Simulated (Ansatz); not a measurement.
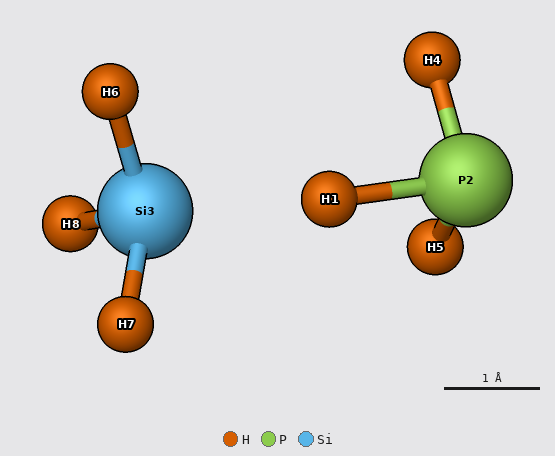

Figure 1. The structure as given in the input (ball-and-stick view, seen at a tilt; atoms are numbered from 1 in the order of the input).

Run report: SiPH$_{6}$, molecular dynamics (part 1 of 5)

System: SiPH$_{6}$, multiplicity 2.
Method: UKS PBE0/def2-SVP (Ansatz 0.2.0).

It belongs to a series of runs on one base structure; here: dynamics from the highest image of the converged band. Figures and captions count atoms from 1; the log counts them from 0 in places.

Log:
```
Engine: ansatz 0.2.0, aarch64-unknown-linux-gnu
Functional definition: PBE0
  parameter a = 0.25
  parameter kappa = 0.804
  parameter beta = 0.06672455060314922
  exchange = (1 - a)*pbe_x(kappa = kappa, mu = beta*pi^2/3) + a*exact_x
  correlation = pbe_c(beta = beta)
683 factors; integrals over basis functions are off by at most 2.4e-4 eV
mean field evaluation 1: about -17248.9979 eV, gradient 6.0e0 eV
mean field evaluation 2: about -17249.2596 eV, gradient 2.7e0 eV
mean field evaluation 4: about -17249.3121 eV, gradient 3.0e-1 eV
mean field evaluation 8: about -17249.3127 eV, gradient 7.9e-3 eV
mean field -17249.31269688 eV, -633.9005496062 hartree, gradient 4.2e-5 eV, S^2 0.758235; 0 other end points of the search recorded, 0 dependent functions left out
the calculation of the forces begins
reference -17249.31272076 eV, -633.9005504839 hartree; 18, 17 occupied and 48, 49 virtual orbitals, 683 factors
md step     0: t =     0.00 fs  T =   100.0 K  F+E_penalty+E_count = -17249.31269688 eV  E_kin = 0.077556 eV  conserved = -17249.23514088 eV  (24 SCF iters)
these checks for a lower state are left out or cut short: starts, cluster_reference, orbital_swaps, neighbouring_geometries, increment
683 factors; integrals over basis functions are off by at most 2.4e-4 eV
mean field evaluation 16: about -17249.3108 eV, gradient 3.1e-1 eV
mean field -17249.31160935 eV, -633.9005096402 hartree, gradient 2.5e-5 eV, S^2 0.758452; 0 other end points of the search recorded, 0 dependent functions left out
the calculation of the forces begins
reference -17249.31163323 eV, -633.9005105178 hartree; 18, 17 occupied and 48, 49 virtual orbitals, 683 factors
md step     1: t =     0.50 fs  T =    98.6 K  F+E_penalty+E_count = -17249.31160935 eV  E_kin = 0.076482 eV  conserved = -17249.23512737 eV  (25 SCF iters)
[... from here on the SCF iterations and repeated set-up lines of each step are left out, up to the last step ...]
md step     2: t =     1.00 fs  T =    94.5 K  F+E_penalty+E_count = -17249.30837822 eV  E_kin = 0.073284 eV  conserved = -17249.23509421 eV  (24 SCF iters)
md step     3: t =     1.50 fs  T =    88.3 K  F+E_penalty+E_count = -17249.30351896 eV  E_kin = 0.068472 eV  conserved = -17249.23504677 eV  (24 SCF iters)
md step     4: t =     2.00 fs  T =    81.0 K  F+E_penalty+E_count = -17249.29777822 eV  E_kin = 0.062787 eV  conserved = -17249.23499170 eV  (24 SCF iters)
md step     5: t =     2.50 fs  T =    73.6 K  F+E_penalty+E_count = -17249.29201599 eV  E_kin = 0.057077 eV  conserved = -17249.23493870 eV  (24 SCF iters)
md step     6: t =     3.00 fs  T =    67.3 K  F+E_penalty+E_count = -17249.28706030 eV  E_kin = 0.052163 eV  conserved = -17249.23489693 eV  (24 SCF iters)
md step     7: t =     3.50 fs  T =    62.8 K  F+E_penalty+E_count = -17249.28356702 eV  E_kin = 0.048695 eV  conserved = -17249.23487239 eV  (25 SCF iters)
md step     8: t =     4.00 fs  T =    60.7 K  F+E_penalty+E_count = -17249.28191577 eV  E_kin = 0.047047 eV  conserved = -17249.23486878 eV  (25 SCF iters)
md step     9: t =     4.50 fs  T =    61.0 K  F+E_penalty+E_count = -17249.28215704 eV  E_kin = 0.047272 eV  conserved = -17249.23488456 eV  (25 SCF iters)
md step    10: t =     5.00 fs  T =    63.3 K  F+E_penalty+E_count = -17249.28403073 eV  E_kin = 0.049115 eV  conserved = -17249.23491562 eV  (25 SCF iters)
md step    11: t =     5.50 fs  T =    67.2 K  F+E_penalty+E_count = -17249.28704108 eV  E_kin = 0.052087 eV  conserved = -17249.23495386 eV  (25 SCF iters)
md step    12: t =     6.00 fs  T =    71.7 K  F+E_penalty+E_count = -17249.29057864 eV  E_kin = 0.055588 eV  conserved = -17249.23499053 eV  (24 SCF iters)
md step    13: t =     6.50 fs  T =    76.1 K  F+E_penalty+E_count = -17249.29405668 eV  E_kin = 0.059039 eV  conserved = -17249.23501772 eV  (25 SCF iters)
md step    14: t =     7.00 fs  T =    80.0 K  F+E_penalty+E_count = -17249.29703708 eV  E_kin = 0.062008 eV  conserved = -17249.23502898 eV  (25 SCF iters)
md step    15: t =     7.50 fs  T =    82.9 K  F+E_penalty+E_count = -17249.29932836 eV  E_kin = 0.064306 eV  conserved = -17249.23502196 eV  (25 SCF iters)
md step    16: t =     8.00 fs  T =    85.2 K  F+E_penalty+E_count = -17249.30103651 eV  E_kin = 0.066041 eV  conserved = -17249.23499595 eV  (25 SCF iters)
md step    17: t =     8.50 fs  T =    87.2 K  F+E_penalty+E_count = -17249.30257283 eV  E_kin = 0.067619 eV  conserved = -17249.23495358 eV  (25 SCF iters)
md step    18: t =     9.00 fs  T =    89.9 K  F+E_penalty+E_count = -17249.30461370 eV  E_kin = 0.069714 eV  conserved = -17249.23489958 eV  (25 SCF iters)
md step    19: t =     9.50 fs  T =    94.4 K  F+E_penalty+E_count = -17249.30802166 eV  E_kin = 0.073181 eV  conserved = -17249.23484107 eV  (26 SCF iters)
md step    20: t =    10.00 fs  T =   101.8 K  F+E_penalty+E_count = -17249.31373446 eV  E_kin = 0.078948 eV  conserved = -17249.23478637 eV  (24 SCF iters)
md step    21: t =    10.50 fs  T =   113.3 K  F+E_penalty+E_count = -17249.32263631 eV  E_kin = 0.087892 eV  conserved = -17249.23474435 eV  (25 SCF iters)
md step    22: t =    11.00 fs  T =   129.8 K  F+E_penalty+E_count = -17249.33542389 eV  E_kin = 0.100700 eV  conserved = -17249.23472345 eV  (26 SCF iters)
md step    23: t =    11.50 fs  T =   151.8 K  F+E_penalty+E_count = -17249.35248090 eV  E_kin = 0.117750 eV  conserved = -17249.23473124 eV  (25 SCF iters)
md step    24: t =    12.00 fs  T =   179.2 K  F+E_penalty+E_count = -17249.37376889 eV  E_kin = 0.138994 eV  conserved = -17249.23477472 eV  (26 SCF iters)
md step    25: t =    12.50 fs  T =   211.3 K  F+E_penalty+E_count = -17249.39873357 eV  E_kin = 0.163873 eV  conserved = -17249.23486008 eV  (26 SCF iters)
md step    26: t =    13.00 fs  T =   246.6 K  F+E_penalty+E_count = -17249.42622417 eV  E_kin = 0.191231 eV  conserved = -17249.23499364 eV  (24 SCF iters)
md step    27: t =    13.50 fs  T =   282.7 K  F+E_penalty+E_count = -17249.45442101 eV  E_kin = 0.219241 eV  conserved = -17249.23518048 eV  (25 SCF iters)
md step    28: t =    14.00 fs  T =   316.4 K  F+E_penalty+E_count = -17249.48078674 eV  E_kin = 0.245366 eV  conserved = -17249.23542095 eV  (25 SCF iters)
md step    29: t =    14.50 fs  T =   343.5 K  F+E_penalty+E_count = -17249.50209142 eV  E_kin = 0.266386 eV  conserved = -17249.23570573 eV  (24 SCF iters)
md step    30: t =    15.00 fs  T =   359.2 K  F+E_penalty+E_count = -17249.51459946 eV  E_kin = 0.278595 eV  conserved = -17249.23600427 eV  (24 SCF iters)
md step    31: t =    15.50 fs  T =   358.8 K  F+E_penalty+E_count = -17249.51455603 eV  E_kin = 0.278298 eV  conserved = -17249.23625793 eV  (25 SCF iters)
md step    32: t =    16.00 fs  T =   338.7 K  F+E_penalty+E_count = -17249.49907899 eV  E_kin = 0.262698 eV  conserved = -17249.23638128 eV  (24 SCF iters)
md step    33: t =    16.50 fs  T =   298.0 K  F+E_penalty+E_count = -17249.46742615 eV  E_kin = 0.231146 eV  conserved = -17249.23627996 eV  (25 SCF iters)
md step    34: t =    17.00 fs  T =   240.4 K  F+E_penalty+E_count = -17249.42233429 eV  E_kin = 0.186441 eV  conserved = -17249.23589340 eV  (23 SCF iters)
md step    35: t =    17.50 fs  T =   174.7 K  F+E_penalty+E_count = -17249.37077869 eV  E_kin = 0.135523 eV  conserved = -17249.23525539 eV  (25 SCF iters)
md step    36: t =    18.00 fs  T =   114.5 K  F+E_penalty+E_count = -17249.32330659 eV  E_kin = 0.088777 eV  conserved = -17249.23453001 eV  (24 SCF iters)
md step    37: t =    18.50 fs  T =    74.1 K  F+E_penalty+E_count = -17249.29146610 eV  E_kin = 0.057491 eV  conserved = -17249.23397540 eV  (25 SCF iters)
md step    38: t =    19.00 fs  T =    64.6 K  F+E_penalty+E_count = -17249.28391368 eV  E_kin = 0.050088 eV  conserved = -17249.23382531 eV  (23 SCF iters)
md step    39: t =    19.50 fs  T =    88.7 K  F+E_penalty+E_count = -17249.30296079 eV  E_kin = 0.068808 eV  conserved = -17249.23415284 eV  (23 SCF iters)
md step    40: t =    20.00 fs  T =   140.2 K  F+E_penalty+E_count = -17249.34351782 eV  E_kin = 0.108697 eV  conserved = -17249.23482123 eV  (25 SCF iters)
md step    41: t =    20.50 fs  T =   205.7 K  F+E_penalty+E_count = -17249.39510809 eV  E_kin = 0.159540 eV  conserved = -17249.23556840 eV  (25 SCF iters)
md step    42: t =    21.00 fs  T =   270.3 K  F+E_penalty+E_count = -17249.44576049 eV  E_kin = 0.209610 eV  conserved = -17249.23615096 eV  (24 SCF iters)
md step    43: t =    21.50 fs  T =   321.4 K  F+E_penalty+E_count = -17249.48570645 eV  E_kin = 0.249263 eV  conserved = -17249.23644326 eV  (26 SCF iters)
md step    44: t =    22.00 fs  T =   351.9 K  F+E_penalty+E_count = -17249.50940207 eV  E_kin = 0.272953 eV  conserved = -17249.23644866 eV  (26 SCF iters)
md step    45: t =    22.50 fs  T =   360.3 K  F+E_penalty+E_count = -17249.51565457 eV  E_kin = 0.279407 eV  conserved = -17249.23624721 eV  (26 SCF iters)
md step    46: t =    23.00 fs  T =   348.9 K  F+E_penalty+E_count = -17249.50653762 eV  E_kin = 0.270599 eV  conserved = -17249.23593894 eV  (25 SCF iters)
md step    47: t =    23.50 fs  T =   322.8 K  F+E_penalty+E_count = -17249.48593132 eV  E_kin = 0.250323 eV  conserved = -17249.23560860 eV  (25 SCF iters)
md step    48: t =    24.00 fs  T =   287.5 K  F+E_penalty+E_count = -17249.45825025 eV  E_kin = 0.222939 eV  conserved = -17249.23531077 eV  (26 SCF iters)
md step    49: t =    24.50 fs  T =   248.2 K  F+E_penalty+E_count = -17249.42759061 eV  E_kin = 0.192518 eV  conserved = -17249.23507268 eV  (26 SCF iters)
md step    50: t =    25.00 fs  T =   209.4 K  F+E_penalty+E_count = -17249.39727809 eV  E_kin = 0.162376 eV  conserved = -17249.23490258 eV  (26 SCF iters)
md step    51: t =    25.50 fs  T =   173.9 K  F+E_penalty+E_count = -17249.36970286 eV  E_kin = 0.134905 eV  conserved = -17249.23479771 eV  (25 SCF iters)
md step    52: t =    26.00 fs  T =   143.9 K  F+E_penalty+E_count = -17249.34632643 eV  E_kin = 0.111577 eV  conserved = -17249.23474982 eV  (25 SCF iters)
md step    53: t =    26.50 fs  T =   120.0 K  F+E_penalty+E_count = -17249.32778178 eV  E_kin = 0.093034 eV  conserved = -17249.23474765 eV  (26 SCF iters)
md step    54: t =    27.00 fs  T =   102.2 K  F+E_penalty+E_count = -17249.31402514 eV  E_kin = 0.079246 eV  conserved = -17249.23477913 eV  (26 SCF iters)
md step    55: t =    27.50 fs  T =    89.8 K  F+E_penalty+E_count = -17249.30451415 eV  E_kin = 0.069683 eV  conserved = -17249.23483114 eV  (25 SCF iters)
md step    56: t =    28.00 fs  T =    81.9 K  F+E_penalty+E_count = -17249.29840145 eV  E_kin = 0.063511 eV  conserved = -17249.23489091 eV  (25 SCF iters)
md step    57: t =    28.50 fs  T =    77.1 K  F+E_penalty+E_count = -17249.29472743 eV  E_kin = 0.059780 eV  conserved = -17249.23494708 eV  (25 SCF iters)
md step    58: t =    29.00 fs  T =    74.3 K  F+E_penalty+E_count = -17249.29259566 eV  E_kin = 0.057606 eV  conserved = -17249.23498996 eV  (25 SCF iters)
md step    59: t =    29.50 fs  T =    72.6 K  F+E_penalty+E_count = -17249.29131885 eV  E_kin = 0.056305 eV  conserved = -17249.23501400 eV  (25 SCF iters)
md step    60: t =    30.00 fs  T =    71.6 K  F+E_penalty+E_count = -17249.29051602 eV  E_kin = 0.055500 eV  conserved = -17249.23501577 eV  (25 SCF iters)
md step    61: t =    30.50 fs  T =    71.1 K  F+E_penalty+E_count = -17249.29016075 eV  E_kin = 0.055165 eV  conserved = -17249.23499578 eV  (25 SCF iters)
md step    62: t =    31.00 fs  T =    71.7 K  F+E_penalty+E_count = -17249.29057188 eV  E_kin = 0.055614 eV  conserved = -17249.23495837 eV  (24 SCF iters)
md step    63: t =    31.50 fs  T =    74.1 K  F+E_penalty+E_count = -17249.29234933 eV  E_kin = 0.057439 eV  conserved = -17249.23490986 eV  (23 SCF iters)
md step    64: t =    32.00 fs  T =    79.2 K  F+E_penalty+E_count = -17249.29626725 eV  E_kin = 0.061409 eV  conserved = -17249.23485845 eV  (24 SCF iters)
md step    65: t =    32.50 fs  T =    88.1 K  F+E_penalty+E_count = -17249.30313841 eV  E_kin = 0.068325 eV  conserved = -17249.23481388 eV  (24 SCF iters)
md step    66: t =    33.00 fs  T =   101.7 K  F+E_penalty+E_count = -17249.31366904 eV  E_kin = 0.078885 eV  conserved = -17249.23478434 eV  (23 SCF iters)
md step    67: t =    33.50 fs  T =   120.6 K  F+E_penalty+E_count = -17249.32833260 eV  E_kin = 0.093557 eV  conserved = -17249.23477602 eV  (25 SCF iters)
md step    68: t =    34.00 fs  T =   145.0 K  F+E_penalty+E_count = -17249.34727765 eV  E_kin = 0.112485 eV  conserved = -17249.23479262 eV  (25 SCF iters)
md step    69: t =    34.50 fs  T =   174.6 K  F+E_penalty+E_count = -17249.37027643 eV  E_kin = 0.135440 eV  conserved = -17249.23483626 eV  (25 SCF iters)
md step    70: t =    35.00 fs  T =   208.6 K  F+E_penalty+E_count = -17249.39670293 eV  E_kin = 0.161794 eV  conserved = -17249.23490887 eV  (26 SCF iters)
md step    71: t =    35.50 fs  T =   245.6 K  F+E_penalty+E_count = -17249.42551745 eV  E_kin = 0.190503 eV  conserved = -17249.23501445 eV  (26 SCF iters)
md step    72: t =    36.00 fs  T =   283.8 K  F+E_penalty+E_count = -17249.45522954 eV  E_kin = 0.220071 eV  conserved = -17249.23515901 eV  (25 SCF iters)
md step    73: t =    36.50 fs  T =   320.4 K  F+E_penalty+E_count = -17249.48383151 eV  E_kin = 0.248483 eV  conserved = -17249.23534882 eV  (26 SCF iters)
md step    74: t =    37.00 fs  T =   352.2 K  F+E_penalty+E_count = -17249.50872838 eV  E_kin = 0.273141 eV  conserved = -17249.23558763 eV  (24 SCF iters)
md step    75: t =    37.50 fs  T =   375.0 K  F+E_penalty+E_count = -17249.52672996 eV  E_kin = 0.290865 eV  conserved = -17249.23586475 eV  (25 SCF iters)
md step    76: t =    38.00 fs  T =   384.4 K  F+E_penalty+E_count = -17249.53424295 eV  E_kin = 0.298096 eV  conserved = -17249.23614693 eV  (25 SCF iters)
md step    77: t =    38.50 fs  T =   375.8 K  F+E_penalty+E_count = -17249.52780625 eV  E_kin = 0.291439 eV  conserved = -17249.23636741 eV  (25 SCF iters)
md step    78: t =    39.00 fs  T =   346.4 K  F+E_penalty+E_count = -17249.50508766 eV  E_kin = 0.268654 eV  conserved = -17249.23643401 eV  (24 SCF iters)
md step    79: t =    39.50 fs  T =   296.6 K  F+E_penalty+E_count = -17249.46624954 eV  E_kin = 0.229999 eV  conserved = -17249.23625061 eV  (25 SCF iters)
md step    80: t =    40.00 fs  T =   231.5 K  F+E_penalty+E_count = -17249.41529432 eV  E_kin = 0.179524 eV  conserved = -17249.23577009 eV  (25 SCF iters)
md step    81: t =    40.50 fs  T =   161.9 K  F+E_penalty+E_count = -17249.36061137 eV  E_kin = 0.125554 eV  conserved = -17249.23505691 eV  (25 SCF iters)
md step    82: t =    41.00 fs  T =   102.5 K  F+E_penalty+E_count = -17249.31383764 eV  E_kin = 0.079523 eV  conserved = -17249.23431453 eV  (26 SCF iters)
md step    83: t =    41.50 fs  T =    68.2 K  F+E_penalty+E_count = -17249.28670432 eV  E_kin = 0.052879 eV  conserved = -17249.23382560 eV  (23 SCF iters)
md step    84: t =    42.00 fs  T =    68.3 K  F+E_penalty+E_count = -17249.28680992 eV  E_kin = 0.053002 eV  conserved = -17249.23380804 eV  (23 SCF iters)
md step    85: t =    42.50 fs  T =   103.3 K  F+E_penalty+E_count = -17249.31441148 eV  E_kin = 0.080131 eV  conserved = -17249.23428093 eV  (24 SCF iters)
md step    86: t =    43.00 fs  T =   163.9 K  F+E_penalty+E_count = -17249.36215229 eV  E_kin = 0.127103 eV  conserved = -17249.23504947 eV  (24 SCF iters)
md step    87: t =    43.50 fs  T =   234.8 K  F+E_penalty+E_count = -17249.41794172 eV  E_kin = 0.182120 eV  conserved = -17249.23582167 eV  (25 SCF iters)
md step    88: t =    44.00 fs  T =   300.4 K  F+E_penalty+E_count = -17249.46931265 eV  E_kin = 0.232949 eV  conserved = -17249.23636384 eV  (25 SCF iters)
md step    89: t =    44.50 fs  T =   348.7 K  F+E_penalty+E_count = -17249.50702732 eV  E_kin = 0.270447 eV  conserved = -17249.23658050 eV  (25 SCF iters)
md step    90: t =    45.00 fs  T =   374.1 K  F+E_penalty+E_count = -17249.52667955 eV  E_kin = 0.290176 eV  conserved = -17249.23650400 eV  (24 SCF iters)
md step    91: t =    45.50 fs  T =   376.7 K  F+E_penalty+E_count = -17249.52837979 eV  E_kin = 0.292146 eV  conserved = -17249.23623418 eV  (25 SCF iters)
md step    92: t =    46.00 fs  T =   360.4 K  F+E_penalty+E_count = -17249.51536498 eV  E_kin = 0.279487 eV  conserved = -17249.23587803 eV  (25 SCF iters)
md step    93: t =    46.50 fs  T =   331.2 K  F+E_penalty+E_count = -17249.49239465 eV  E_kin = 0.256872 eV  conserved = -17249.23552288 eV  (25 SCF iters)
md step    94: t =    47.00 fs  T =   295.5 K  F+E_penalty+E_count = -17249.46442564 eV  E_kin = 0.229204 eV  conserved = -17249.23522193 eV  (25 SCF iters)
md step    95: t =    47.50 fs  T =   258.9 K  F+E_penalty+E_count = -17249.43575837 eV  E_kin = 0.200758 eV  conserved = -17249.23500028 eV  (26 SCF iters)
md step    96: t =    48.00 fs  T =   225.3 K  F+E_penalty+E_count = -17249.40961089 eV  E_kin = 0.174750 eV  conserved = -17249.23486054 eV  (25 SCF iters)
md step    97: t =    48.50 fs  T =   197.6 K  F+E_penalty+E_count = -17249.38802382 eV  E_kin = 0.153231 eV  conserved = -17249.23479328 eV  (24 SCF iters)
md step    98: t =    49.00 fs  T =   176.9 K  F+E_penalty+E_count = -17249.37197641 eV  E_kin = 0.137195 eV  conserved = -17249.23478100 eV  (25 SCF iters)
md step    99: t =    49.50 fs  T =   163.5 K  F+E_penalty+E_count = -17249.36163015 eV  E_kin = 0.126827 eV  conserved = -17249.23480302 eV  (25 SCF iters)
md step   100: t =    50.00 fs  T =   157.0 K  F+E_penalty+E_count = -17249.35662575 eV  E_kin = 0.121785 eV  conserved = -17249.23484057 eV  (25 SCF iters)
md step   101: t =    50.50 fs  T =   156.7 K  F+E_penalty+E_count = -17249.35637212 eV  E_kin = 0.121495 eV  conserved = -17249.23487745 eV  (24 SCF iters)
md step   102: t =    51.00 fs  T =   161.7 K  F+E_penalty+E_count = -17249.36029073 eV  E_kin = 0.125389 eV  conserved = -17249.23490213 eV  (22 SCF iters)
md step   103: t =    51.50 fs  T =   171.6 K  F+E_penalty+E_count = -17249.36798735 eV  E_kin = 0.133077 eV  conserved = -17249.23491044 eV  (24 SCF iters)
md step   104: t =    52.00 fs  T =   186.2 K  F+E_penalty+E_count = -17249.37932969 eV  E_kin = 0.144426 eV  conserved = -17249.23490336 eV  (25 SCF iters)
md step   105: t =    52.50 fs  T =   205.7 K  F+E_penalty+E_count = -17249.39443255 eV  E_kin = 0.159543 eV  conserved = -17249.23488952 eV  (25 SCF iters)
md step   106: t =    53.00 fs  T =   230.4 K  F+E_penalty+E_count = -17249.41353794 eV  E_kin = 0.178656 eV  conserved = -17249.23488217 eV  (24 SCF iters)
md step   107: t =    53.50 fs  T =   260.3 K  F+E_penalty+E_count = -17249.43680369 eV  E_kin = 0.201901 eV  conserved = -17249.23490233 eV  (24 SCF iters)
md step   108: t =    54.00 fs  T =   295.3 K  F+E_penalty+E_count = -17249.46399974 eV  E_kin = 0.229025 eV  conserved = -17249.23497429 eV  (24 SCF iters)
md step   109: t =    54.50 fs  T =   334.0 K  F+E_penalty+E_count = -17249.49415421 eV  E_kin = 0.259032 eV  conserved = -17249.23512232 eV  (25 SCF iters)
md step   110: t =    55.00 fs  T =   373.7 K  F+E_penalty+E_count = -17249.52521100 eV  E_kin = 0.289848 eV  conserved = -17249.23536338 eV  (24 SCF iters)
md step   111: t =    55.50 fs  T =   410.2 K  F+E_penalty+E_count = -17249.55381022 eV  E_kin = 0.318114 eV  conserved = -17249.23569662 eV  (24 SCF iters)
md step   112: t =    56.00 fs  T =   437.4 K  F+E_penalty+E_count = -17249.57535143 eV  E_kin = 0.339261 eV  conserved = -17249.23609019 eV  (25 SCF iters)
md step   113: t =    56.50 fs  T =   448.8 K  F+E_penalty+E_count = -17249.58453252 eV  E_kin = 0.348064 eV  conserved = -17249.23646873 eV  (25 SCF iters)
md step   114: t =    57.00 fs  T =   438.2 K  F+E_penalty+E_count = -17249.57652638 eV  E_kin = 0.339812 eV  conserved = -17249.23671446 eV  (23 SCF iters)
md step   115: t =    57.50 fs  T =   402.4 K  F+E_penalty+E_count = -17249.54876609 eV  E_kin = 0.312077 eV  conserved = -17249.23668876 eV  (23 SCF iters)
md step   116: t =    58.00 fs  T =   343.8 K  F+E_penalty+E_count = -17249.50295339 eV  E_kin = 0.266662 eV  conserved = -17249.23629129 eV  (24 SCF iters)
md step   117: t =    58.50 fs  T =   271.9 K  F+E_penalty+E_count = -17249.44639414 eV  E_kin = 0.210851 eV  conserved = -17249.23554344 eV  (24 SCF iters)
md step   118: t =    59.00 fs  T =   202.2 K  F+E_penalty+E_count = -17249.39144976 eV  E_kin = 0.156801 eV  conserved = -17249.23464847 eV  (24 SCF iters)
```
